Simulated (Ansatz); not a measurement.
BPH4F2: several calculations on one system

## 1. Relaxation

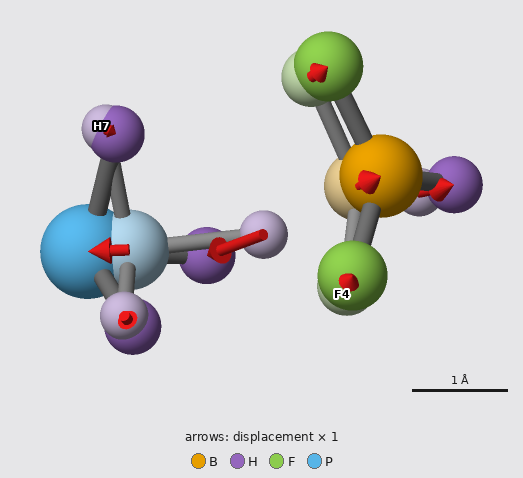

This is a relaxation of BPH$_{4}$F$_{2}$. The starting structure is drawn faded, the final one solid; red arrows show the displacements, at their true length. The two geometries are superimposed by the best rigid fit.

The picture is a ball-and-stick view, seen from a free direction.

The run prepares an end point of a later path (reaction) calculation, from a guessed geometry.

Computed with RKS B3LYP/def2-SVP (Ansatz 0.2.0). Set-up: no spin polarisation; force threshold 0.03 eV/Å; at most 50 steps.

Question: Which element moves most?

Answer: Hydrogen: up to 1.00 Å, against 0.44 Å for phosphorus.

Question: What did the optimiser do to the structure, and how much energy did it gain?

Answer: An H atom moves most after the best rigid fit: 1.00 Å. By element the largest moves are H 1.00 Å, P 0.44 Å, B 0.36 Å, F 0.26 Å. Some distances before and after: H–P 1.425 → 1.431 Å, B–H 1.194 → 1.200 Å. The energy falls by 19.4 kJ/mol in 13 accepted moves (14 points after the start). Largest force component: 0.46 eV/Å at the start, 0.022 eV/Å at the end. The line search rejected the trial step at point 2 of the run. The forces were under the threshold at step 7, but the run went on from there.

## 2. Relaxation

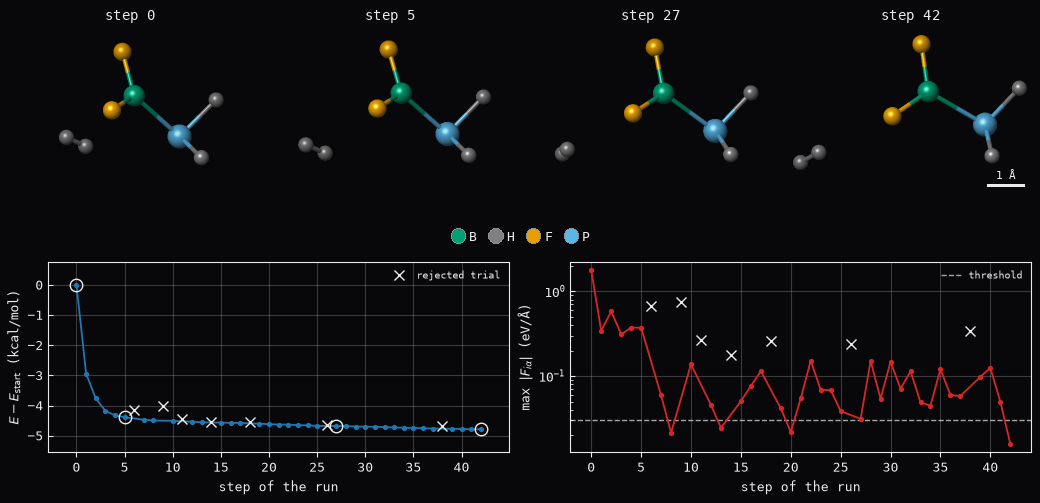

Frames of a relaxation of BPH4F2, marked on the history of the run. Style: ball-and-stick. Shown at a tilt.

The run prepares an end point of a later path (reaction) calculation, from a guessed geometry.

The calculation used Ansatz 0.2.0, RKS B3LYP/def2-SVP. Settings: no spin polarisation; force threshold 0.03 eV/Å; at most 50 steps.

Question: What happens along the run?

Answer: The energy falls by 4.79 kcal/mol in 35 accepted moves (42 points after the start). The largest force component goes from 1.8 to 0.016 eV/Å. The line search rejected the trial steps at points 6, 9, 11, 14, 18, 26, 38 of the run. The forces were under the threshold at step 8, but the run went on from there. An H atom moves most after the best rigid fit: 1.83 Å. Largest moves by element: H 1.83 Å, P 0.77 Å, F 0.73 Å, B 0.44 Å. Some distances before and after: H–H 0.717 → 0.761 Å, B–P 1.918 → 1.931 Å. From step 0 to 5: H atoms move most (0.64 Å), energy −4.39 kcal/mol. From step 5 to 27: an H atom moves most (0.61 Å), energy −0.29 kcal/mol. From step 27 to 42: an H atom moves most (0.66 Å), energy −0.11 kcal/mol.

```
step  E − E(0), kcal/mol  largest force component, eV/Å      note
   0                0.00                         1.7655          
   1               -2.94                         0.3415          
   2               -3.76                         0.5818          
   3               -4.18                         0.3109          
   4               -4.33                         0.3728          
   5               -4.39                         0.3718          
   6               -4.13                         0.6726  rejected
   7               -4.47                         0.0592          
   8               -4.50                         0.0214          
   9               -4.02                         0.7563  rejected
  10               -4.51                         0.1378          
  12               -4.54                         0.0455          
  13               -4.56                         0.0245          
  15               -4.57                         0.0504          
  17               -4.58                         0.1146          
  18               -4.55                         0.2612  rejected
  20               -4.62                         0.0218          
  22               -4.63                         0.1521          
  23               -4.65                         0.0686          
  25               -4.68                         0.0385          
  27               -4.68                         0.0313          
  29               -4.70                         0.0542          
  30               -4.70                         0.1479          
  32               -4.72                         0.1140          
  34               -4.74                         0.0446          
  35               -4.75                         0.1208          
  37               -4.76                         0.0582          
  39               -4.77                         0.0979          
  40               -4.78                         0.1250          
  42               -4.79                         0.0159
```

Limits of the set-up: the start holds two separate molecules, 2.4 Å apart at their closest, whose relative position is a soft coordinate and is computed without a dispersion correction.

## 3. Path

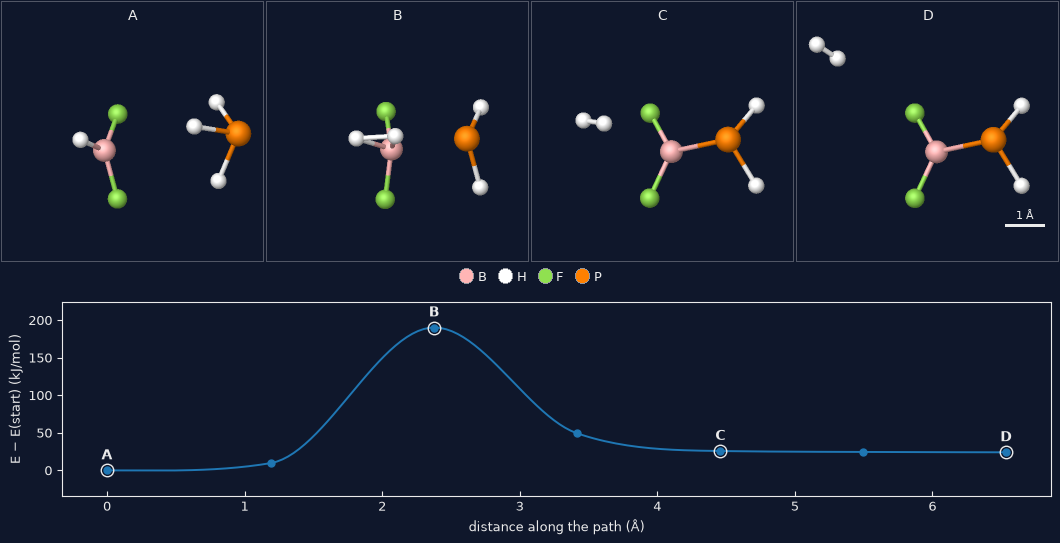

A nudged-elastic-band calculation for BPH₄F₂, made up at the start of BHF₂ and PH3. Images are numbered from 0 (start) to 6 (end). Frames A to D are images 0, 2, 4, 6. A ball-and-stick model, seen at a tilt.

Theory: Ansatz, RKS B3LYP/def2-SVP. Set-up: 5 movable images; climbing image; force threshold 0.03 eV/Å; iteration limit 60; starting path through a guess of the saddle point.

Q: Describe the mechanism and the energy profile.

A: Breaking: B–H (1.20 → 3.50 Å), H–P (1.43 → 5.18 Å). Forming: B–P (3.85 → 1.93 Å), H–H (3.32 → 0.76 Å). The highest point, image 2, lies 190.3 kJ/mol above the start and 166.2 kJ/mol above the end; the end is at +24.1 kJ/mol relative to the start. The band converged in 42 iterations, with a climbing image at the top.

Limits of the set-up: the start holds two separate molecules, 3.0 Å apart at their closest, whose relative position is a soft coordinate and is computed without a dispersion correction.

The run took 9 min on 1 thread of Arm Neoverse V1, with other jobs on the host, peak memory 0.16 GiB.
